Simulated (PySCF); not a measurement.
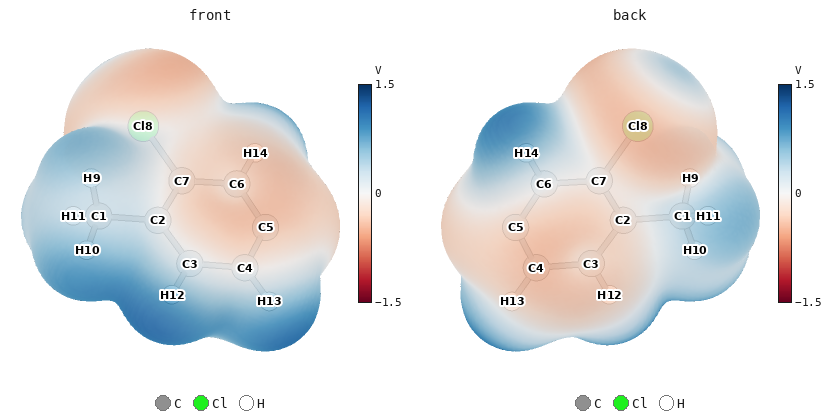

C$_{7}$H$_{6}$Cl (SMILES Cc1cc[c]cc1Cl) (doublet). The electrostatic potential painted on the density surface at 0.002 e/bohr³, seen from the front and from behind; the colour scale runs from red (negative) to blue (positive).

Geometry: GFN2-xTB.

All numbers below come from PySCF, UKS B3LYP, pcH-1 on C Cl H, non-relativistic, mean-field spin-orbit, GIAO.

```xyz
14

C    -1.8723   -0.5800   -0.1659
C    -0.4352   -0.1738   -0.0493
C     0.5877   -1.0873   -0.2614
C     1.9259   -0.7154   -0.1542
C     2.1814    0.5838    0.1681
C     1.2352    1.5371    0.3900
C    -0.0958    1.1377    0.2762
Cl   -1.3425    2.3090    0.5489
H    -2.3907   -0.4059    0.7760
H    -1.9575   -1.6315   -0.4254
H    -2.3713    0.0137   -0.9305
H     0.3426   -2.1086   -0.5161
H     2.7112   -1.4354   -0.3210
H     1.4806    2.5562    0.6424
```

> Describe the electrostatic potential map.

The most negative region (about −0.5 V, or −12 kcal/mol for a unit charge) lies over C4, C5 and Cl8, the most positive (about +1.1 V, or +25 kcal/mol for a unit charge) over H12 and H13. Cl8 shows a σ-hole: about +0.4 V, or +9 kcal/mol for a unit charge at the tip opposite its bond, against about −0.3 V on its flanks.
